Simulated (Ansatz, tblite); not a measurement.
# The cluster AsP3: charged states by level of theory

What does removing or adding an electron cost or gain for the cluster AsP3? Each charged state is run at several levels.

Method: as each input shows; program: Ansatz 0.2.0, Gaussian basis.

Levels to be run: charge +1 doublet, at the geometry of the singlet (PBE0-D4/def2-TZVP, PBE-D4/def2-TZVP, r2SCAN-D4/def2-TZVP); charge -1 doublet, at the geometry of the singlet (PBE0-D4/def2-TZVPD, PBE-D4/def2-TZVPD, r2SCAN-D4/def2-TZVPD); the starting singlet's energies come from earlier runs.

## Step 1: The relaxed structure

The geometry is that of the singlet, from an earlier relaxation (r2SCAN-D4/def2-SVP). At that level it is the lowest of the isomers that a small search found.

4 atoms, charge 0, spin multiplicity 1.

Atoms are counted from 1 here; the program's logs count them from 0.

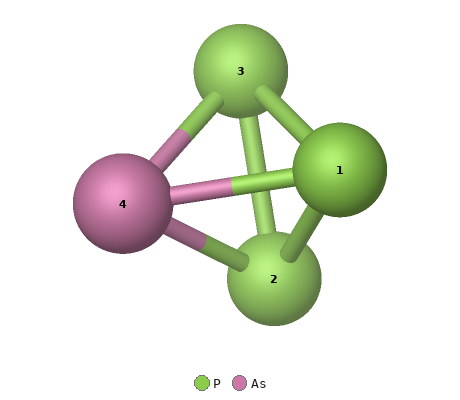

The geometry (phosphorus green, arsenic pink); atoms are numbered from 1 in the order of the file.

## Step 2: Charge +1 doublet at the fixed geometry, first pass, PBE0-D4/def2-SVP

File in.yaml:

```yaml
crystal:
  periodic: [false, false, false]
  atoms:
    - {symbol: P, position_ang: [-0.365761, 1.308203, 0.164513]}
    - {symbol: P, position_ang: [1.364142, -0.052632, -0.092345]}
    - {symbol: P, position_ang: [-0.524611, -0.443508, -1.183329]}
    - {symbol: As, position_ang: [-0.473771, -0.812063, 1.111162]}
basis:
  gaussian: {orbitals: def2-SVP}
total_charge: 1
magnetization: {spin_polarized: true, initial_magnetization: 1}
hamiltonian: {xc: pbe0, dispersion: d4}
output: {orbitals: {seedname: orbitals}}
```

The run is started by

```sh
$ ansatz run in.yaml --threads 4 --pin off --events-out ev --progress --plain --max-ram 3916MiB
```

The program printed:

```text
Functional definition: PBE0
  name "PBE0"
  cite "Adamo & Barone, J. Chem. Phys. 110, 6158 (1999) doi:10.1063/1.478522"
  cite "Perdew, Burke & Ernzerhof, Phys. Rev. Lett. 77, 3865 (1996) doi:10.1103/PhysRevLett.77.3865"
  parent pbe
  parameter a = 0.25
  parameter kappa = 0.804
  parameter beta = 0.06672455060314922
  exchange = (1 - a)*pbe_x(kappa = kappa, mu = beta*pi^2/3) + a*exact_x
  correlation = pbe_c(beta = beta)
790 factors; integrals over basis functions are off by at most 1.1e-3 eV
mean field evaluation 1: about -88664.0789 eV, gradient 1.5e1 eV
mean field evaluation 2: about -88662.4574 eV, gradient 2.1e1 eV
mean field evaluation 4: about -88665.5053 eV, gradient 1.0e0 eV
mean field evaluation 8: about -88665.5442 eV, gradient 7.4e-2 eV
mean field evaluation 16: about -88665.5446 eV, gradient 3.2e-3 eV
mean field evaluation 32: about -88665.5447 eV, gradient 1.9e-5 eV
mean field evaluation 64: about -88665.5445 eV, gradient 3.3e-4 eV
mean field -88665.54468204 eV, -3258.3986674001 hartree, gradient 1.3e-6 eV, S^2 0.755690; 8 other end points of the search recorded, 0 dependent functions left out
reference -88665.54470189 eV, -3258.3986681295 hartree; 39, 38 occupied and 47, 48 virtual orbitals, 790 factors
Total energy: -88665.74232164 eV, -3258.4059305214 hartree
```

Wall time 9 s (4 threads of Arm Neoverse V2, shared host).

HOMO -13.38 eV, LUMO -11.61 eV (over both spins); ⟨S²⟩ 0.756 (pure: 0.75); the next solution that the search met lies 0.002 eV higher.

## Step 3: Charge +1 doublet at the fixed geometry, PBE0-D4/def2-TZVP

start.molden holds the orbitals of an earlier run on this state, given as this run's starting guess.

Edit in.yaml of step 2 so:

```diff
@@ -8,3 +8,3 @@
 basis:
-  gaussian: {orbitals: def2-SVP}
+  gaussian: {orbitals: def2-TZVP, initial_orbitals: start.molden}
 total_charge: 1
@@ -12,2 +12,3 @@
 hamiltonian: {xc: pbe0, dispersion: d4}
+scf: {omitted_lower_state_checks: [starts]}
 output: {orbitals: {seedname: orbitals}}
```

Same command.

The program printed:

```text
Functional definition: PBE0
  name "PBE0"
  cite "Adamo & Barone, J. Chem. Phys. 110, 6158 (1999) doi:10.1063/1.478522"
  cite "Perdew, Burke & Ernzerhof, Phys. Rev. Lett. 77, 3865 (1996) doi:10.1103/PhysRevLett.77.3865"
  parent pbe
  parameter a = 0.25
  parameter kappa = 0.804
  parameter beta = 0.06672455060314922
  exchange = (1 - a)*pbe_x(kappa = kappa, mu = beta*pi^2/3) + a*exact_x
  correlation = pbe_c(beta = beta)
these checks for a lower state are left out or cut short: starts
1269 factors; their error is unknown
mean field evaluation 1: about -88680.3686 eV, gradient 1.2e2 eV
mean field evaluation 2: about -88682.7850 eV, gradient 3.8e0 eV
mean field evaluation 4: about -88683.1487 eV, gradient 2.8e-1 eV
mean field evaluation 8: about -88683.1491 eV, gradient 2.3e-5 eV
mean field -88683.14910203 eV, -3259.0456179020 hartree, gradient 5.4e-6 eV, S^2 0.757165; 0 other end points of the search recorded, 0 dependent functions left out
reference -88683.14912431 eV, -3259.0456187211 hartree; 39, 38 occupied and 120, 121 virtual orbitals, 1269 factors
Total energy: -88683.34674406 eV, -3259.0528811130 hartree
Checks for a lower state left out: starts
```

Wall time 8.5 s (4 threads of Arm Neoverse V2, shared host); peak memory 0.93 GiB.

Report: HOMO -13.10 eV, LUMO -11.29 eV (over both spins); ⟨S²⟩ 0.757 (pure: 0.75).

## Step 4: Charge +1 doublet at the fixed geometry, PBE-D4/def2-TZVP

Edit in.yaml of step 3 so:

```diff
@@ -11,3 +11,3 @@
 magnetization: {spin_polarized: true, initial_magnetization: 1}
-hamiltonian: {xc: pbe0, dispersion: d4}
+hamiltonian: {xc: pbe, dispersion: d4}
 scf: {omitted_lower_state_checks: [starts]}
```

Same command.

The program printed:

```text
Functional definition: PBE
  name "PBE"
  cite "Perdew, Burke & Ernzerhof, Phys. Rev. Lett. 77, 3865 (1996) doi:10.1103/PhysRevLett.77.3865"
  parent pbe
  parameter kappa = 0.804
  parameter beta = 0.06672455060314922
  exchange = pbe_x(kappa = kappa, mu = beta*pi^2/3)
  correlation = pbe_c(beta = beta)
these checks for a lower state are left out or cut short: starts
1183 factors; their error is unknown
mean field evaluation 1: about -88679.4111 eV, gradient 9.7e0 eV
mean field evaluation 2: about -88679.5272 eV, gradient 1.7e-1 eV
mean field evaluation 4: about -88679.5195 eV, gradient 4.5e-3 eV
mean field evaluation 8: about -88679.5195 eV, gradient 2.8e-5 eV
mean field -88679.51954810 eV, -3258.9122342554 hartree, gradient 3.0e-6 eV, S^2 0.753394; 0 other end points of the search recorded, 0 dependent functions left out
reference -88679.51957779 eV, -3258.9122353464 hartree; 39, 38 occupied and 120, 121 virtual orbitals, 1183 factors
Total energy: -88679.75635447 eV, -3258.9209367290 hartree
Checks for a lower state left out: starts
```

It took 4.8 s on 4 threads of Arm Neoverse V2, shared host.

From the report: HOMO -12.13 eV, LUMO -12.07 eV (over both spins); ⟨S²⟩ 0.753 (pure: 0.75).

## Step 5: Charge +1 doublet at the fixed geometry, r2SCAN-D4/def2-TZVP

Edit in.yaml of step 4 so:

```diff
@@ -11,3 +11,3 @@
 magnetization: {spin_polarized: true, initial_magnetization: 1}
-hamiltonian: {xc: pbe, dispersion: d4}
+hamiltonian: {xc: r2scan, dispersion: d4}
 scf: {omitted_lower_state_checks: [starts]}
```

The command is unchanged.

The program printed:

```text
Functional definition: r2SCAN
  name "r2SCAN"
  cite "Furness, Kaplan, Ning, Perdew & Sun, J. Phys. Chem. Lett. 11, 8208 (2020) doi:10.1021/acs.jpclett.0c02405"
  cite "Furness, Kaplan, Ning, Perdew & Sun, J. Phys. Chem. Lett. 11, 9248 (2020) doi:10.1021/acs.jpclett.0c03077"
  parent r2scan
  parameter k0 = 0.174
  parameter k1 = 0.065
  parameter a1 = 4.9479
  exchange = r2scan_x(k0 = k0, k1 = k1, a1 = a1)
  correlation = r2scan_c
these checks for a lower state are left out or cut short: starts
1183 factors; their error is unknown
mean field evaluation 1: about -88698.6242 eV, gradient 7.0e0 eV
mean field evaluation 2: about -88698.6749 eV, gradient 8.3e-2 eV
mean field evaluation 4: about -88698.6667 eV, gradient 1.9e-4 eV
mean field evaluation 8: about -88698.6667 eV, gradient 2.6e-5 eV
mean field -88698.66666889 eV, -3259.6158779661 hartree, gradient 7.9e-6 eV, S^2 0.759021; 0 other end points of the search recorded, 0 dependent functions left out
reference -88698.66667998 eV, -3259.6158783737 hartree; 39, 38 occupied and 120, 121 virtual orbitals, 1183 factors
Total energy: -88698.71049705 eV, -3259.6174886214 hartree
Checks for a lower state left out: starts
```

Wall time 14 s (4 threads of Arm Neoverse V2, shared host).

Report: HOMO -12.39 eV, LUMO -12.02 eV (over both spins); ⟨S²⟩ 0.759 (pure: 0.75).

## Step 6: Vertical ionisation energy

Charged state less starting state, singlet to doublet; the starting state's energies are those of its earlier runs.

```csv
level,vertical ionisation energy (eV),time
PBE-D4/def2-TZVP,+9.25,5.8 s
r2SCAN-D4/def2-TZVP,+9.37,17 s
PBE0-D4/def2-TZVP,+9.35,11 s
```

Times add the two runs; a level without a time comes out of a correlated run.

Beside −ε(HOMO) of the starting state:

```
              level  −ε(HOMO) (eV)  by difference (eV)  mismatch (eV)
   PBE-D4/def2-TZVP           6.41                9.25          -2.84
r2SCAN-D4/def2-TZVP           6.68                9.37          -2.69
  PBE0-D4/def2-TZVP           7.39                9.35          -1.96
```

## Step 7: Charge -1 doublet at the fixed geometry, first pass, PBE0-D4/def2-SVP

Edit in.yaml of step 5 so:

```diff
@@ -8,7 +8,6 @@
 basis:
-  gaussian: {orbitals: def2-TZVP, initial_orbitals: start.molden}
-total_charge: 1
+  gaussian: {orbitals: def2-SVP}
+total_charge: -1
 magnetization: {spin_polarized: true, initial_magnetization: 1}
-hamiltonian: {xc: r2scan, dispersion: d4}
-scf: {omitted_lower_state_checks: [starts]}
+hamiltonian: {xc: pbe0, dispersion: d4}
 output: {orbitals: {seedname: orbitals}}
```

Launched as before.

The program printed:

```text
Functional definition: PBE0
  name "PBE0"
  cite "Adamo & Barone, J. Chem. Phys. 110, 6158 (1999) doi:10.1063/1.478522"
  cite "Perdew, Burke & Ernzerhof, Phys. Rev. Lett. 77, 3865 (1996) doi:10.1103/PhysRevLett.77.3865"
  parent pbe
  parameter a = 0.25
  parameter kappa = 0.804
  parameter beta = 0.06672455060314922
  exchange = (1 - a)*pbe_x(kappa = kappa, mu = beta*pi^2/3) + a*exact_x
  correlation = pbe_c(beta = beta)
790 factors; integrals over basis functions are off by at most 1.1e-3 eV
mean field evaluation 1: about -88673.2406 eV, gradient 1.3e1 eV
mean field evaluation 2: about -88672.5772 eV, gradient 1.6e1 eV
mean field evaluation 4: about -88674.1590 eV, gradient 8.4e-1 eV
mean field evaluation 8: about -88674.1992 eV, gradient 6.5e-2 eV
mean field evaluation 16: about -88674.1994 eV, gradient 1.2e-2 eV
mean field evaluation 32: about -88674.2006 eV, gradient 3.1e-5 eV
mean field evaluation 64: about -88673.8359 eV, gradient 6.3e0 eV
mean field evaluation 96: about -88674.1985 eV, gradient 1.5e-6 eV
mean field evaluation 128: about -88674.1788 eV, gradient 1.4e0 eV
mean field -88674.20058939 eV, -3258.7167661280 hartree, gradient 9.0e-6 eV, S^2 0.758076; 11 other end points of the search recorded, 0 dependent functions left out
reference -88674.20060803 eV, -3258.7167668132 hartree; 40, 39 occupied and 46, 47 virtual orbitals, 790 factors
Total energy: -88674.42162353 eV, -3258.7248889829 hartree
```

Run time: 15 s. Hardware: 4 threads of Arm Neoverse V2, shared host.

HOMO 2.85 eV, LUMO 4.40 eV (over both spins); ⟨S²⟩ 0.758 (pure: 0.75); the next solution that the search met lies 0.002 eV higher. Doubts: highest occupied level lies above zero.

## Step 8: Charge -1 doublet at the fixed geometry, PBE0-D4/def2-TZVPD

Edit in.yaml of step 7 so:

```diff
@@ -8,3 +8,3 @@
 basis:
-  gaussian: {orbitals: def2-SVP}
+  gaussian: {orbitals: def2-TZVPD, initial_orbitals: start.molden}
 total_charge: -1
@@ -12,2 +12,3 @@
 hamiltonian: {xc: pbe0, dispersion: d4}
+scf: {omitted_lower_state_checks: [starts]}
 output: {orbitals: {seedname: orbitals}}
```

The command is unchanged.

The program printed:

```text
Functional definition: PBE0
  name "PBE0"
  cite "Adamo & Barone, J. Chem. Phys. 110, 6158 (1999) doi:10.1063/1.478522"
  cite "Perdew, Burke & Ernzerhof, Phys. Rev. Lett. 77, 3865 (1996) doi:10.1103/PhysRevLett.77.3865"
  parent pbe
  parameter a = 0.25
  parameter kappa = 0.804
  parameter beta = 0.06672455060314922
  exchange = (1 - a)*pbe_x(kappa = kappa, mu = beta*pi^2/3) + a*exact_x
  correlation = pbe_c(beta = beta)
these checks for a lower state are left out or cut short: starts
1313 factors; their error is unknown
mean field evaluation 1: about -88688.6878 eV, gradient 1.2e2 eV
mean field evaluation 2: about -88691.2821 eV, gradient 4.6e0 eV
mean field evaluation 4: about -88691.6626 eV, gradient 9.5e-1 eV
mean field evaluation 8: about -88692.0129 eV, gradient 9.1e-2 eV
mean field evaluation 16: about -88692.0269 eV, gradient 6.8e-1 eV
mean field evaluation 32: about -88692.0314 eV, gradient 4.7e-6 eV
mean field -88692.03142087 eV, -3259.3720370988 hartree, gradient 4.4e-6 eV, S^2 0.753749; 0 other end points of the search recorded, 0 dependent functions left out
reference -88692.03144746 eV, -3259.3720380761 hartree; 40, 39 occupied and 143, 144 virtual orbitals, 1313 factors
Total energy: -88692.25246296 eV, -3259.3801602458 hartree
Checks for a lower state left out: starts
```

Run time: 23 s. Hardware: 4 threads of Arm Neoverse V2, shared host; peak memory 1.2 GiB.

HOMO 1.89 eV, LUMO 3.20 eV (over both spins); ⟨S²⟩ 0.754 (pure: 0.75). Doubts: highest occupied level lies above zero.

## Step 9: Charge -1 doublet at the fixed geometry, PBE-D4/def2-TZVPD

Edit in.yaml of step 8 so:

```diff
@@ -11,3 +11,3 @@
 magnetization: {spin_polarized: true, initial_magnetization: 1}
-hamiltonian: {xc: pbe0, dispersion: d4}
+hamiltonian: {xc: pbe, dispersion: d4}
 scf: {omitted_lower_state_checks: [starts]}
```

Launched as before.

The program printed:

```text
Functional definition: PBE
  name "PBE"
  cite "Perdew, Burke & Ernzerhof, Phys. Rev. Lett. 77, 3865 (1996) doi:10.1103/PhysRevLett.77.3865"
  parent pbe
  parameter kappa = 0.804
  parameter beta = 0.06672455060314922
  exchange = pbe_x(kappa = kappa, mu = beta*pi^2/3)
  correlation = pbe_c(beta = beta)
these checks for a lower state are left out or cut short: starts
1232 factors; their error is unknown
mean field evaluation 1: about -88688.2954 eV, gradient 9.7e0 eV
mean field evaluation 2: about -88688.4148 eV, gradient 2.1e-1 eV
mean field evaluation 4: about -88688.4406 eV, gradient 8.0e-3 eV
mean field evaluation 8: about -88688.4123 eV, gradient 3.7e-5 eV
mean field evaluation 16: about -88688.4123 eV, gradient 1.3e-5 eV
mean field -88688.41234835 eV, -3259.2390386369 hartree, gradient 5.3e-6 eV, S^2 0.751297; 0 other end points of the search recorded, 0 dependent functions left out
reference -88688.41238388 eV, -3259.2390399427 hartree; 40, 39 occupied and 143, 144 virtual orbitals, 1232 factors
Total energy: -88688.67719465 eV, -3259.2487715587 hartree
Checks for a lower state left out: starts
```

It took 9 s on 4 threads of Arm Neoverse V2, shared host.

Report: HOMO 2.31 eV, LUMO 2.50 eV (over both spins); ⟨S²⟩ 0.751 (pure: 0.75). Doubts: highest occupied level lies above zero.

## Step 10: Charge -1 doublet at the fixed geometry, r2SCAN-D4/def2-TZVPD

Edit in.yaml of step 9 so:

```diff
@@ -11,3 +11,3 @@
 magnetization: {spin_polarized: true, initial_magnetization: 1}
-hamiltonian: {xc: pbe, dispersion: d4}
+hamiltonian: {xc: r2scan, dispersion: d4}
 scf: {omitted_lower_state_checks: [starts]}
```

Launched as before.

The program printed:

```text
Functional definition: r2SCAN
  name "r2SCAN"
  cite "Furness, Kaplan, Ning, Perdew & Sun, J. Phys. Chem. Lett. 11, 8208 (2020) doi:10.1021/acs.jpclett.0c02405"
  cite "Furness, Kaplan, Ning, Perdew & Sun, J. Phys. Chem. Lett. 11, 9248 (2020) doi:10.1021/acs.jpclett.0c03077"
  parent r2scan
  parameter k0 = 0.174
  parameter k1 = 0.065
  parameter a1 = 4.9479
  exchange = r2scan_x(k0 = k0, k1 = k1, a1 = a1)
  correlation = r2scan_c
these checks for a lower state are left out or cut short: starts
1232 factors; their error is unknown
mean field evaluation 1: about -88707.5899 eV, gradient 7.0e0 eV
mean field evaluation 2: about -88707.6418 eV, gradient 9.5e-2 eV
mean field evaluation 4: about -88707.6143 eV, gradient 7.5e-2 eV
mean field evaluation 8: about -88707.6160 eV, gradient 2.5e-2 eV
mean field evaluation 16: about -88707.6162 eV, gradient 3.8e-4 eV
mean field evaluation 32: about -88707.6162 eV, gradient 1.8e-5 eV
mean field -88707.61623327 eV, -3259.9447683909 hartree, gradient 8.2e-6 eV, S^2 0.755079; 0 other end points of the search recorded, 0 dependent functions left out
reference -88707.61625011 eV, -3259.9447690095 hartree; 40, 39 occupied and 143, 144 virtual orbitals, 1232 factors
Total energy: -88707.66525784 eV, -3259.9465700104 hartree
Checks for a lower state left out: starts
```

It took 46 s on 4 threads of Arm Neoverse V2, shared host; peak memory 0.57 GiB.

Report: HOMO 2.22 eV, LUMO 2.60 eV (over both spins); ⟨S²⟩ 0.755 (pure: 0.75). Doubts: highest occupied level lies above zero.

## Step 11: Vertical electron affinity

Starting state less charged state (positive: the electron is bound), singlet to doublet; the starting state's energies are those of its earlier runs.

| level | vertical electron affinity (eV) | time |
| --- | --- | --- |
| PBE-D4/def2-TZVPD | -0.37 | 10 s |
| r2SCAN-D4/def2-TZVPD | -0.44 | 49 s |
| PBE0-D4/def2-TZVPD | -0.47 | 25 s |

Times add the two runs; a level without a time comes out of a correlated run.

Beside −ε(LUMO) of the starting state:

```
               level  −ε(LUMO) (eV)  by difference (eV)  mismatch (eV)
   PBE-D4/def2-TZVPD           1.82               -0.37          +2.19
r2SCAN-D4/def2-TZVPD           1.68               -0.44          +2.13
  PBE0-D4/def2-TZVPD           1.06               -0.47          +1.53
```

## Step 12: Summary of results

| quantity | value |
| --- | --- |
| vertical ionisation energy, functionals in def2-TZVP | 9.25 (PBE-D4) to 9.37 eV (r2SCAN-D4) |
| vertical electron affinity, functionals in def2-TZVPD | -0.47 (PBE0-D4) to -0.37 eV (PBE-D4) |

The vertical ionisation energy spans 9.25 to 9.37 eV over the functionals. −ε(HOMO) misses the level's own difference by -1.96 eV at best (PBE0-D4) and -2.84 eV at worst (PBE-D4). The vertical electron affinity spans -0.47 to -0.37 eV over the functionals. A negative affinity means an unbound electron, held by the basis alone. −ε(LUMO) misses the level's own difference by +1.53 eV at best (PBE0-D4) and +2.19 eV at worst (PBE-D4).
